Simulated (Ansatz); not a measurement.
# C2H8HfO3S: how energies converge with the basis set

How large a basis does C2H8HfO3S need? Two functionals are run in growing sets.

The runs use Ansatz 0.2.0, Gaussian basis; one geometry, several basis sets.

Levels to be run: PBE0-D4/def2-SVP; ωB97M-V/def2-SVP; PBE0-D4/def2-QZVPP; ωB97M-V/def2-QZVPP; the functionals' def2-TZVPP values are taken from earlier runs.

## Step 1: The geometry

The geometry comes from an earlier relaxation with PBE0-D4 in a triple-zeta def2 set; it is a stationary point, not always the lowest conformer. Hf takes the def2 core potential; no spin-orbit term is included.

SMILES `C[O][Hf]([OH])([OH])[S]C`, 15 atoms, charge 0, spin multiplicity 1.

Atoms are counted from 1 here; the program's logs count them from 0.

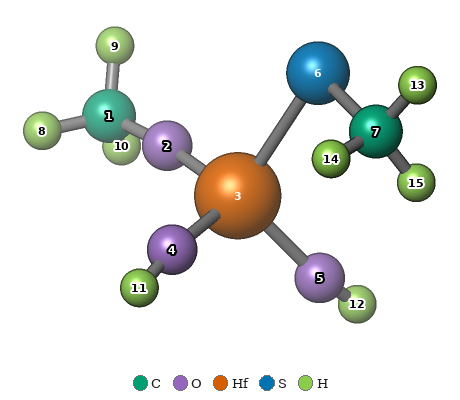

The geometry (carbon teal, oxygen purple, hafnium orange, sulfur blue, hydrogen green); atoms are numbered from 1 in the order of the file.

## Step 2: PBE0-D4 in def2-SVP

Contents of in.yaml:

```yaml
crystal:
  periodic: [false, false, false]
  atoms:
    - {symbol: C, position_ang: [-2.838078, 1.460438, 0.591001]}
    - {symbol: O, position_ang: [-1.676199, 0.790022, 0.232092]}
    - {symbol: Hf, position_ang: [-0.186674, -0.309407, -0.228291]}
    - {symbol: O, position_ang: [-0.226148, -2.042244, 0.611965]}
    - {symbol: O, position_ang: [0.001249, -0.533791, -2.135329]}
    - {symbol: S, position_ang: [1.776932, 0.911506, 0.613529]}
    - {symbol: C, position_ang: [3.062024, -0.310630, 0.175088]}
    - {symbol: H, position_ang: [-3.460075, 0.838750, 1.243685]}
    - {symbol: H, position_ang: [-2.591699, 2.382965, 1.126200]}
    - {symbol: H, position_ang: [-3.422023, 1.723122, -0.297477]}
    - {symbol: H, position_ang: [-0.387592, -2.948873, 0.847659]}
    - {symbol: H, position_ang: [-0.071322, -0.320483, -3.059476]}
    - {symbol: H, position_ang: [4.026150, 0.112194, 0.457294]}
    - {symbol: H, position_ang: [2.919284, -1.244419, 0.719221]}
    - {symbol: H, position_ang: [3.074180, -0.509150, -0.897169]}
basis:
  gaussian: {orbitals: def2-SVP}
hamiltonian: {xc: pbe0, dispersion: d4}
output: {orbitals: {seedname: orbitals}}
```

The run is started by

```console
$ ansatz run in.yaml --threads 2 --pin off --events-out ev --progress --plain --max-ram 22528MiB --backend cpu
```

The runs that follow: ωB97M-V in def2-SVP; PBE0-D4 in def2-QZVPP; ωB97M-V in def2-QZVPP.

**Question.** What will the summary of the whole plan be? Wanted: PBE0-D4: double and triple zeta above quadruple; ωB97M-V: double and triple zeta above quadruple.

The runs gave:

| quantity | value |
| --- | --- |
| PBE0-D4: double and triple zeta above quadruple | 14.93, 0.82 eV |
| ωB97M-V: double and triple zeta above quadruple | 15.22, 0.79 eV |

**Reading.** For PBE0-D4 the step from double to triple zeta gains 14.11 eV and the next only 0.82 eV. Total energies overstate the basis error of differences, where much of it tends to cancel. The LUMO of ωB97M-V is positive and keeps falling with the basis (1.36 to 0.60 eV): an unbound level that the basis holds in place.
